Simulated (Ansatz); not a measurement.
## CH7BrSi: nudged elastic band

CH7BrSi, computed with RKS PBE0-D4/def2-SVP (Ansatz 0.2.0).

Figures and captions count atoms from 1; the log counts them from 0 in places.

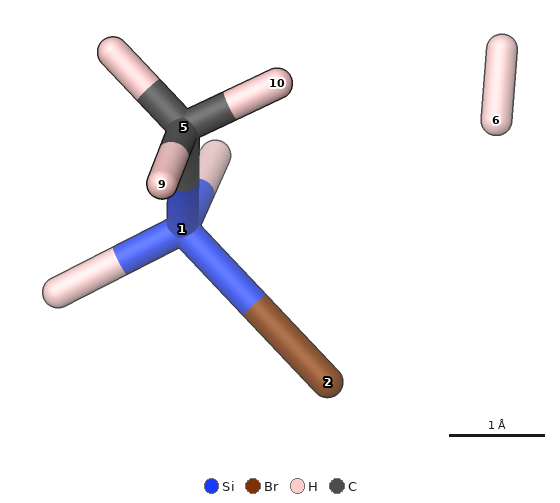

The structure as given in the input (stick view, seen at a tilt; atoms are numbered from 1 in the order of the input).

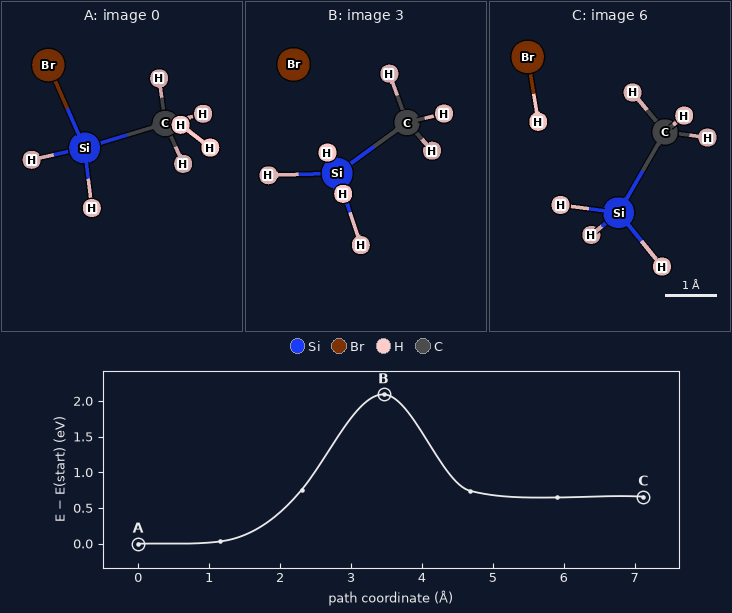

Images of the last band (counted from 0; ball-and-stick, seen at a tilt) above the energy along the path; the line is a cubic interpolation that uses the forces. The highest image is number 3, 2.092 eV above the start and 1.433 eV above the end (the climbing image); the end lies 0.659 eV above the start. The path is 7.12 Å long. The band converged in 16 iterations. The end points carry forces over 0.1 eV/Å, so they aren't fully relaxed minima and the barriers are approximate.

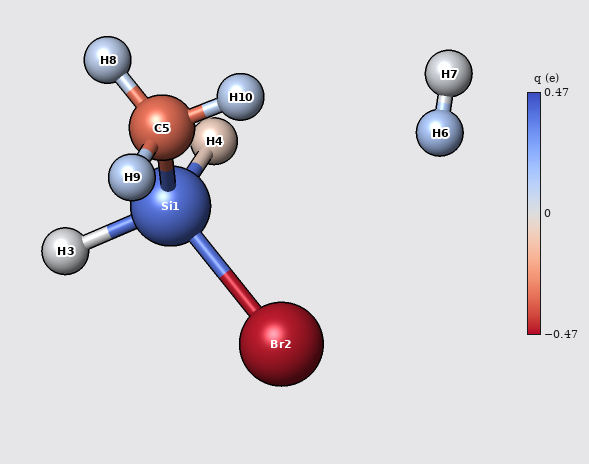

Mulliken charges, as the colour of each atom (ball-and-stick view, seen at a tilt; atoms are numbered from 1 in the order of the input). By element: Si +0.38, Br −0.45, H −0.07 to +0.14 and C −0.32 e.

The input and output of the run follow.

**Input file**
```yaml
crystal:
  periodic: [false, false, false]
  atoms:
    - {symbol: Si, position_ang: [-0.882709, -0.655488, -0.189930]}
    - {symbol: Br, position_ang: [0.379418, -1.622244, -1.754607]}
    - {symbol: H, position_ang: [-1.920501, -1.642328, 0.194853]}
    - {symbol: H, position_ang: [-1.525563, 0.522534, -0.819967]}
    - {symbol: C, position_ang: [0.179083, -0.172812, 1.255655]}
    - {symbol: H, position_ang: [1.307211, 1.544633, -1.807695]}
    - {symbol: H, position_ang: [1.283155, 2.241750, -1.540722]}
    - {symbol: H, position_ang: [-0.435497, 0.299735, 2.027136]}
    - {symbol: H, position_ang: [0.664112, -1.049780, 1.688353]}
    - {symbol: H, position_ang: [0.951292, 0.534002, 0.946825]}
basis:
  gaussian: {orbitals: def2-SVP}
hamiltonian: {xc: pbe0, dispersion: d4}
neb:
  images: 5
  climbing: true
  max_iterations: 40
  initial_path: idpp
  final_atoms:
    - {symbol: Si, position_ang: [-1.009925, 0.537992, -0.179020]}
    - {symbol: Br, position_ang: [2.615232, -1.118042, -1.796034]}
    - {symbol: H, position_ang: [-2.319984, -0.160276, -0.253423]}
    - {symbol: H, position_ang: [-1.248585, 1.989128, 0.037083]}
    - {symbol: C, position_ang: [0.074246, -0.183341, 1.158744]}
    - {symbol: H, position_ang: [1.349256, -0.459672, -1.764129]}
    - {symbol: H, position_ang: [-0.355543, 0.392447, -1.516094]}
    - {symbol: H, position_ang: [-0.403415, -0.077405, 2.135500]}
    - {symbol: H, position_ang: [0.258221, -1.245408, 0.982459]}
    - {symbol: H, position_ang: [1.040497, 0.324578, 1.194813]}
```

Run as:
```bash
ansatz run in.yaml --threads 4 --pin off --events-out ev --progress --plain --max-ram 9574MiB
```

**Log**
```
Functional definition: PBE0
  name "PBE0"
  cite "Adamo & Barone, J. Chem. Phys. 110, 6158 (1999) doi:10.1063/1.478522"
  cite "Perdew, Burke & Ernzerhof, Phys. Rev. Lett. 77, 3865 (1996) doi:10.1103/PhysRevLett.77.3865"
  parent pbe
  parameter a = 0.25
  parameter kappa = 0.804
  parameter beta = 0.06672455060314922
  exchange = (1 - a)*pbe_x(kappa = kappa, mu = beta*pi^2/3) + a*exact_x
  correlation = pbe_c(beta = beta)
1044 factors; integrals over basis functions are off by at most 2.8e-4 eV
mean field evaluation 1: about -79047.3478 eV, gradient 3.9e1 eV
mean field evaluation 2: about -79046.2600 eV, gradient 4.2e1 eV
mean field evaluation 4: about -79051.0746 eV, gradient 1.0e0 eV
mean field evaluation 8: about -79051.0784 eV, gradient 8.4e-3 eV
mean field -79051.07839337 eV, -2905.0735482108 hartree, gradient 4.7e-5 eV, S^2 0.000000; 0 other end points of the search recorded, 0 dependent functions left out
the calculation of the forces begins
reference -79051.07842057 eV, -2905.0735492106 hartree; 31, 31 occupied and 68, 68 virtual orbitals, 1044 factors
1048 factors; integrals over basis functions are off by at most 8.8e-4 eV
mean field evaluation 16: about -79050.4170 eV, gradient 2.4e0 eV
mean field -79050.43943171 eV, -2905.0500668028 hartree, gradient 2.1e-5 eV, S^2 0.000000; 0 other end points of the search recorded, 0 dependent functions left out
[... from here on the field's lines of each further geometry are left out, up to the last ...]
WARN: NEB end point (image 0): max|allowed force component| = 5.164e-1 eV/Å (the criterion of neb.relax_end_points is 1.000e-2). That is over neb.f_tol: it is no minimum, so the barrier can be far off. Relax it first
WARN: NEB end point (image 6): max|allowed force component| = 2.731e-1 eV/Å (the criterion of neb.relax_end_points is 1.000e-2). That is over neb.f_tol: it is no minimum, so the barrier can be far off. Relax it first
NEB iter   1: max|band force component| = 3.934e0 eV/Å  barrier→ = 5.3147 eV  barrier← = 4.6555 eV  Δτ_max = 0.2000 Å  (175 SCF iters)
NEB iter   2: max|band force component| = 5.062e0 eV/Å  barrier→ = 3.9460 eV  barrier← = 3.2868 eV  Δτ_max = 0.1007 Å  (145 SCF iters)
NEB iter   3: max|band force component| = 2.047e0 eV/Å  barrier→ = 3.5203 eV  barrier← = 2.8611 eV  Δτ_max = 0.2000 Å  (130 SCF iters)
NEB iter   4: max|band force component| = 2.664e0 eV/Å  barrier→ = 3.2207 eV  barrier← = 2.5615 eV  Δτ_max = 0.1005 Å  (132 SCF iters)
NEB iter   5: max|band force component| = 1.759e0 eV/Å  barrier→ = 2.9096 eV  barrier← = 2.2504 eV  Δτ_max = 0.2000 Å  (123 SCF iters)
NEB iter   6: max|band force component| = 1.263e0 eV/Å  barrier→ = 2.4925 eV  barrier← = 1.8333 eV  Δτ_max = 0.2000 Å  (124 SCF iters)
NEB iter   7: max|band force component| = 8.057e-1 eV/Å  barrier→ = 2.2864 eV  barrier← = 1.6273 eV  Δτ_max = 0.2000 Å  (119 SCF iters)
NEB iter   8: max|band force component| = 8.339e-1 eV/Å  barrier→ = 2.2013 eV  barrier← = 1.5421 eV  Δτ_max = 0.0995 Å  (118 SCF iters)
NEB iter   9: max|band force component| = 4.418e-1 eV/Å  barrier→ = 2.1376 eV  barrier← = 1.4784 eV  CI = image 3  Δτ_max = 0.1999 Å  (116 SCF iters)
NEB iter  10: max|band force component| = 3.868e-1 eV/Å  barrier→ = 2.1096 eV  barrier← = 1.4504 eV  CI = image 3  Δτ_max = 0.1034 Å  (113 SCF iters)
NEB iter  11: max|band force component| = 2.497e-1 eV/Å  barrier→ = 2.1020 eV  barrier← = 1.4428 eV  CI = image 3  Δτ_max = 0.0507 Å  (112 SCF iters)
NEB iter  12: max|band force component| = 1.456e-1 eV/Å  barrier→ = 2.0972 eV  barrier← = 1.4380 eV  CI = image 3  Δτ_max = 0.0708 Å  (112 SCF iters)
NEB iter  13: max|band force component| = 1.136e-1 eV/Å  barrier→ = 2.0945 eV  barrier← = 1.4353 eV  CI = image 3  Δτ_max = 0.0449 Å  (113 SCF iters)
NEB iter  14: max|band force component| = 9.887e-2 eV/Å  barrier→ = 2.0944 eV  barrier← = 1.4353 eV  CI = image 3  Δτ_max = 0.0371 Å  (108 SCF iters)
NEB iter  15: max|band force component| = 7.538e-2 eV/Å  barrier→ = 2.0929 eV  barrier← = 1.4337 eV  CI = image 3  Δτ_max = 0.0151 Å  (112 SCF iters)
the calculation of the forces begins
reference -79050.44744152 eV, -2905.0503611580 hartree; 31, 31 occupied and 68, 68 virtual orbitals, 1048 factors
these checks for a lower state are left out or cut short: stability, starts, cluster_reference, orbital_swaps, neighbouring_geometries, increment
1048 factors; integrals over basis functions are off by at most 8.9e-4 eV
mean field -79050.44155844 eV, -2905.0501449588 hartree, gradient 2.1e-6 eV, S^2 0.000000; 0 other end points of the search recorded, 0 dependent functions left out
the calculation of the forces begins
reference -79050.44158672 eV, -2905.0501459983 hartree; 31, 31 occupied and 68, 68 virtual orbitals, 1048 factors
NEB iter  16: max|band force component| = 4.332e-2 eV/Å  barrier→ = 2.0922 eV  barrier← = 1.4330 eV  CI = image 3  CI's point: of a kind that is not told: the force calls were inconclusive, a negative curvature could not be distinguished from the path's own, the only one lies far off the path, or fixed occupations may fill a level only in part  Δτ_max = 0.0000 Å  (898 SCF iters)
Total energy: -79049.14035600 eV, -2905.0023266511 hartree
Atom 0 at    -0.643204    -0.003309    -0.315635 Å, force    -0.008693     0.019413     0.002463 eV/Å
Atom 1 at     1.249305    -1.693039    -1.261715 Å, force     0.008187    -0.001573    -0.008916 eV/Å
Atom 2 at    -1.594864    -1.092566    -0.638778 Å, force     0.005716     0.001509     0.004539 eV/Å
Atom 3 at    -1.461637     1.261113    -0.417421 Å, force    -0.003333    -0.008958     0.006098 eV/Å
Atom 4 at     0.304695     0.135300     1.277710 Å, force    -0.010363     0.045991    -0.002497 eV/Å
Atom 5 at     0.556440     0.053571    -1.712022 Å, force     0.004039    -0.011028     0.003728 eV/Å
Atom 6 at     0.072984     0.794865    -1.701069 Å, force    -0.000957    -0.004525    -0.005922 eV/Å
Atom 7 at    -0.317338     0.647171     2.029998 Å, force     0.003772    -0.010913    -0.003347 eV/Å
Atom 8 at     0.629547    -0.849740     1.635347 Å, force    -0.000864    -0.013205    -0.005076 eV/Å
Atom 9 at     1.204073     0.746636     1.103486 Å, force     0.002496    -0.016709     0.008929 eV/Å
Dipole moment:    -0.371011     0.587654     0.299153 e Å
```

**The last band as extended XYZ (Å, eV, eV/Å)**
```
10
Properties=species:S:1:pos:R:3:forces:R:3 image=0 energy=-79051.23257
Si   -0.8827   -0.6555   -0.1899    0.0092  -0.0139  -0.0556
Br    0.3794   -1.6222   -1.7546    0.0867  -0.0522  -0.0930
H    -1.9205   -1.6423    0.1949   -0.1126  -0.0913   0.0494
H    -1.5256    0.5225   -0.8200   -0.0779   0.1230  -0.0531
C     0.1791   -0.1728    1.2557   -0.0870  -0.0307  -0.0895
H     1.3072    1.5446   -1.8077    0.0109  -0.5164  -0.1891
H     1.2832    2.2418   -1.5407   -0.0168   0.5021   0.1942
H    -0.4355    0.2997    2.0271   -0.1557   0.1229   0.2047
H     0.6641   -1.0498    1.6884    0.1332  -0.2380   0.1183
H     0.9513    0.5340    0.9468    0.2100   0.1945  -0.0861
10
Properties=species:S:1:pos:R:3:forces:R:3 image=1 energy=-79051.20182
Si   -0.7401   -0.4786   -0.1584   -0.0071  -0.0291   0.0109
Br    0.6157   -1.6031   -1.5449   -0.0396  -0.0107  -0.0170
H    -1.9331   -1.3452    0.0451   -0.0171  -0.0275   0.0685
H    -1.1690    0.7861   -0.8190    0.0009  -0.0434  -0.0314
C     0.1972   -0.1397    1.4195   -0.0031  -0.0059   0.0061
H     1.0580    1.1428   -2.1481    0.0318   0.0559  -0.0275
H     0.7918    1.8449   -2.0205    0.0538   0.0638  -0.0304
H    -0.4465    0.3703    2.1536   -0.0075  -0.0007  -0.0003
H     0.5593   -1.0801    1.8605   -0.0037   0.0028   0.0200
H     1.0667    0.5026    1.2122   -0.0084  -0.0052   0.0009
10
Properties=species:S:1:pos:R:3:forces:R:3 image=2 energy=-79050.47514
Si   -0.6507   -0.2891   -0.2180   -0.0014  -0.3414   0.1127
Br    0.8935   -1.6113   -1.2994   -0.3609   0.0434   0.0402
H    -1.8139   -1.1937   -0.3298   -0.2215  -0.1925   0.4264
H    -1.1914    1.0473   -0.6505    0.2531  -0.3034  -0.2987
C     0.2503    0.0042    1.3812   -0.0439  -0.0311   0.0939
H     0.7849    0.6101   -2.0151    0.2081   0.5286  -0.3447
H     0.3481    1.2285   -1.9242    0.2558   0.3650  -0.2992
H    -0.3626    0.5321    2.1251   -0.0333  -0.0188   0.0767
H     0.6080   -0.9545    1.7757    0.0233  -0.0120   0.1907
H     1.1337    0.6264    1.1549   -0.0794  -0.0377   0.0021
10
Properties=species:S:1:pos:R:3:forces:R:3 image=3 energy=-79049.14033
Si   -0.6432   -0.0033   -0.3156   -0.0087   0.0194   0.0025
Br    1.2493   -1.6930   -1.2617    0.0082  -0.0016  -0.0089
H    -1.5949   -1.0926   -0.6388    0.0057   0.0015   0.0045
H    -1.4616    1.2611   -0.4174   -0.0033  -0.0090   0.0061
C     0.3047    0.1353    1.2777   -0.0104   0.0460  -0.0025
H     0.5564    0.0536   -1.7120    0.0040  -0.0110   0.0037
H     0.0730    0.7949   -1.7011   -0.0010  -0.0045  -0.0059
H    -0.3173    0.6472    2.0300    0.0038  -0.0109  -0.0033
H     0.6295   -0.8497    1.6353   -0.0009  -0.0132  -0.0051
H     1.2041    0.7466    1.1035    0.0025  -0.0167   0.0089
10
Properties=species:S:1:pos:R:3:forces:R:3 image=4 energy=-79050.49181
Si   -0.8565    0.3224   -0.3035   -0.0564   0.1024   0.0085
Br    1.7107   -1.8312   -1.5152    0.1073  -0.0447  -0.0746
H    -1.5438   -0.9734   -0.5864   -0.0036   0.0416   0.0122
H    -1.8721    1.4075   -0.1962   -0.0956   0.0511   0.0651
C     0.2325    0.2493    1.2291   -0.0041   0.0249  -0.0243
H     1.0163   -0.5920   -1.7478    0.1125  -0.1611  -0.0121
H    -0.0553    0.6869   -1.5295   -0.0268  -0.0199   0.0454
H    -0.3444    0.5715    2.1090    0.0011  -0.0263   0.0254
H     0.6163   -0.7643    1.4152   -0.0133   0.0077  -0.0616
H     1.0963    0.9233    1.1253   -0.0210   0.0243   0.0160
10
Properties=species:S:1:pos:R:3:forces:R:3 image=5 energy=-79050.58516
Si   -1.0129    0.4111   -0.2694    0.0016  -0.0010  -0.0026
Br    2.3457   -1.7967   -1.5065   -0.0052  -0.0011   0.0005
H    -1.9892   -0.7191   -0.3235    0.0045  -0.0031  -0.0029
H    -1.7696    1.6991   -0.2191   -0.0018  -0.0025   0.0000
C     0.1554    0.2392    1.1877    0.0019   0.0019   0.0033
H     1.3179   -0.8449   -1.7802   -0.0025   0.0022  -0.0003
H    -0.2419    0.3993   -1.5599    0.0016   0.0033   0.0012
H    -0.4066    0.2026    2.1333    0.0006   0.0024  -0.0010
H     0.7512   -0.6824    1.1030   -0.0013  -0.0004   0.0022
H     0.8500    1.0918    1.2345    0.0006  -0.0016  -0.0005
10
Properties=species:S:1:pos:R:3:forces:R:3 image=6 energy=-79050.57338
Si   -1.0773    0.3228   -0.2767   -0.0186   0.0039  -0.0120
Br    2.7218   -1.2666   -1.5175    0.0161  -0.0025   0.0183
H    -2.2781   -0.5275   -0.0655   -0.1209  -0.0843   0.0186
H    -1.5132    1.7271   -0.4943   -0.0448   0.1390  -0.0241
C     0.1143    0.1906    1.1543   -0.0821   0.0083  -0.1024
H     1.3769   -0.7988   -1.6156   -0.0228   0.0051  -0.0167
H    -0.4267   -0.1387   -1.5420    0.0644  -0.0433  -0.1150
H    -0.3606    0.5274    2.0787   -0.1227   0.0881   0.2439
H     0.4422   -0.8416    1.2958    0.0926  -0.2731   0.0355
H     1.0007    0.8053    0.9827    0.2387   0.1588  -0.0460
```

**Results in brief**

```tsv
quantity	value
outcome	converged
barrier, forward	2.092 eV
barrier, backward	1.433 eV
dipole moment (one image of the band)	3.63 D
hardware	4 threads of Arm Neoverse V1, 23 GiB of memory available, shared host
wall time	2.4 min (CPU time 8.7 min)
peak memory	0.46 GiB
```
